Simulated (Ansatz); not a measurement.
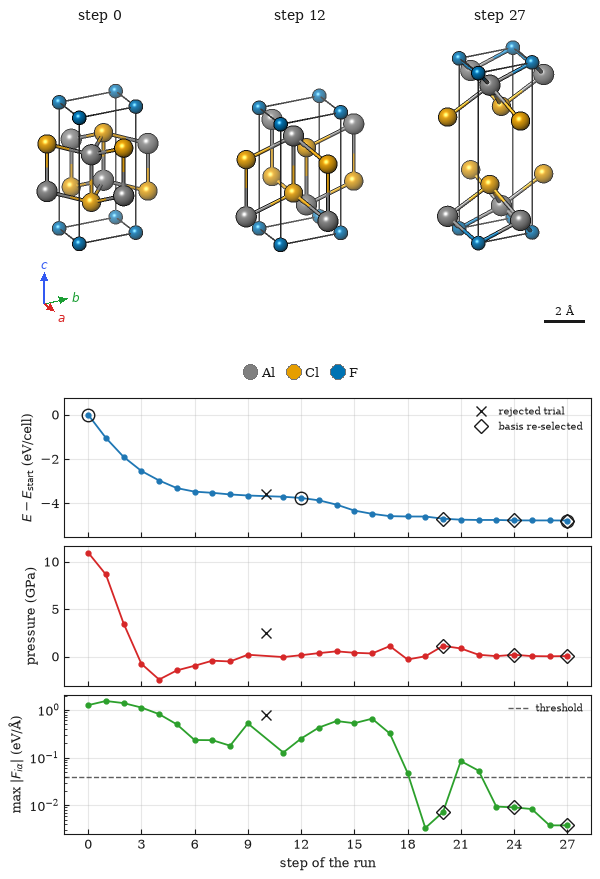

Frames of a relaxation of crystalline Al2Cl2F (a generated structure, set up in P-3m1) (coarse preliminary run), marked on the history of the run. The picture is a ball-and-stick view of the cell of the calculation, seen slightly off an axis.

Computed with DFT PBE, scalar-relativistic, plane waves, PAW in Ansatz 0.2.0.

Input file:
```yaml
crystal:
  lattice:
    - [3.99647141, 0.0, 0.0]
    - [-1.9982357, 3.46104576, 0.0]
    - [0.0, 0.0, 6.47063321]
  atoms:
    - { symbol: Al, position: [0.33333333, 0.66666667, 0.36357301] }
    - { symbol: Al, position: [0.66666667, 0.33333333, 0.63642699] }
    - { symbol: Cl, position: [0.33333333, 0.66666667, 0.74107802] }
    - { symbol: Cl, position: [0.66666667, 0.33333333, 0.25892198] }
    - { symbol: F, position: [0.0, 0.0, 0.0] }
basis:
  ecutwfc: 420
kpoints:
  mp_grid: { grid: [6, 6, 4] }
hamiltonian:
  xc: pbe
scf:
  occupations: { method: gaussian, width: 0.1 }
  lower_state_search: "off"
output:
  forces: true
  stress: true
  eigenvalues: true
relax:
  adjacent_minimum: "off"
  f_tol: 0.04
  max_steps: 70
  cell: { stress_tol: 0.4 }
```

Run as
```bash
ansatz run input.yaml --threads 1 --pin off --max-ram 2560MiB --backend cpu --events-out ev --progress --plain --runs-dir out
```

**Describe the path.**

After 23 accepted moves (27 points after the start) the energy has fallen by 4.777 eV per cell of the calculation. The largest force component goes from 1.3 to 0.0038 eV/Å. The pressure goes from 10.97 to 0.05 GPa. The line search rejected the trial step at point 10 of the run. At 3 points the geometry stayed and the basis and grid were re-selected for the new cell (energy shift of 97.4 meV per cell of the calculation at most each time). The largest moves relative to the cell, 2.12 Å, are those of Al1 and Al2. Al1 goes along −c. By element the largest moves are Al 2.12 Å, Cl 0.32 Å. F stays in place. The volume changes by +22.1 %, with a = b 3.996 → 3.803 Å (−4.8 %), c 6.471 → 8.727 Å (+34.9 %). Near-neighbour distances that change, for instance: Al1–Cl3 2.443 → 5.097 Å, Al1–F5 3.295 → 2.435 Å, Al1–Cl4 2.405 → 2.672 Å. Bonds break: Al1–Cl3 (2.44 → 5.10 Å), Al2–Cl4 (2.44 → 5.10 Å). Among the angles between lasting bonds that change: Al1–Cl4–Al1 112.4° → 90.7°, Cl4–Al1–Cl4 112.4° → 90.7°. The space group stays P-3m1 (No. 164). The run took 2.1 min on 1 thread of Intel(R) Xeon(R) Processor @ 2.70GHz, with other jobs on the host, peak memory 0.4 GiB. From step 0 to 12: Al atoms move most (1.17 Å), volume +8.6 %, energy −3.759 eV per cell of the calculation. From step 12 to 27: Cl atoms move most (0.49 Å), volume +12.5 %, energy −1.018 eV per cell of the calculation.

```csv
step,"E − E(0), meV/atom","largest force component, eV/Å","pressure, GPa","volume, Å³/atom",note
0,0.00,1.2575,10.97,17.900,
1,-209.59,1.5378,8.65,19.167,
2,-381.17,1.3888,3.48,20.492,
3,-507.96,1.1208,-0.77,21.618,
4,-594.23,0.8147,-2.43,21.874,
5,-662.90,0.4972,-1.46,21.101,
6,-694.88,0.2336,-0.97,20.530,
7,-705.41,0.2320,-0.44,20.132,
8,-720.13,0.1777,-0.52,19.635,
9,-729.70,0.5201,0.19,19.068,
10,-716.42,0.7983,2.43,19.145,rejected
11,-740.95,0.1278,-0.06,19.375,
12,-751.87,0.2505,0.14,19.433,
13,-773.13,0.4261,0.36,19.517,
14,-812.23,0.5840,0.55,19.552,
15,-865.67,0.5259,0.40,19.470,
16,-895.17,0.6545,0.32,19.197,
17,-916.08,0.3205,1.10,19.342,
18,-919.15,0.0478,-0.31,19.718,
19,-919.51,0.0033,0.02,19.643,
20,-938.99,0.0073,1.12,19.643,"same geometry, new basis"
21,-948.03,0.0845,0.85,20.277,
22,-950.45,0.0533,0.19,21.111,
23,-950.52,0.0094,0.04,21.183,
24,-954.21,0.0090,0.19,21.183,"same geometry, new basis"
25,-954.68,0.0083,0.04,21.544,
26,-954.67,0.0038,0.02,21.861,
27,-955.44,0.0038,0.05,21.861,"same geometry, new basis"
```

Limits of the set-up: an odd number of electrons was run without spin polarisation, which fails if the electron would localise.
